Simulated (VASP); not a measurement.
Band structure of Re (relaxed from the bcc structure, space group Im-3m). Level of theory: PBEsol GGA, VASP's PBE PAW potentials (set 64) (plane waves; VASP).

Unless said otherwise, spin-orbit coupling is left out, though it shifts the bands of the heavy elements here.

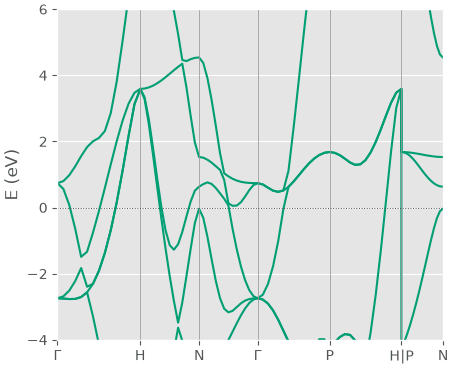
Fig. 1. Bands along high-symmetry lines, zero at the valence-band maximum or, without a gap, the Fermi level

Q: Read the plot: is there a gap, and where are the band edges?

A: It has no gap at this level: it comes out as a metal or semimetal. (Edges off the drawn lines would not show.)

The structure was generated: Re was put into the bcc type (Im-3m), which need not be its known phase. It was relaxed first.
